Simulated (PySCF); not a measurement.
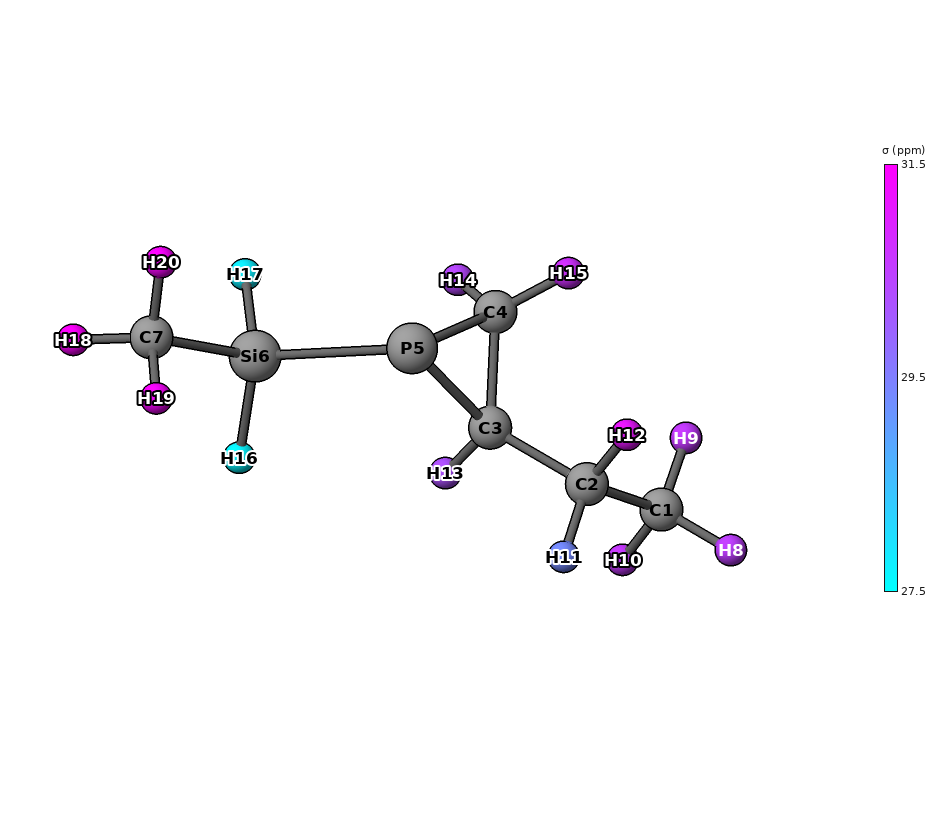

Atoms are coloured by their isotropic NMR shieldings (H only, the others grey). Computed geometry: GFN2-xTB optimisation. No frequency run is at hand to confirm it as a minimum. Method: GIAO PBE0/pcSseg-1 NMR shielding, non-relativistic, gas phase (PySCF 2.14.0).

Give the isotropic NMR shieldings of the H atoms atom by atom.

| atom | σ (ppm) |
| --- | --- |
| H8 | 30.49 |
| H9 | 30.57 |
| H10 | 30.61 |
| H11 | 29.34 |
| H12 | 31.14 |
| H13 | 30.23 |
| H14 | 30.37 |
| H15 | 30.74 |
| H16 | 27.67 |
| H17 | 27.78 |
| H18 | 31.49 |
| H19 | 31.40 |
| H20 | 31.41 |

The geometry is semi-empirical. Around P, Si such bond lengths and angles can be off by a tenth of an ångström or more and by several degrees, and values that hang on the shape move with them.
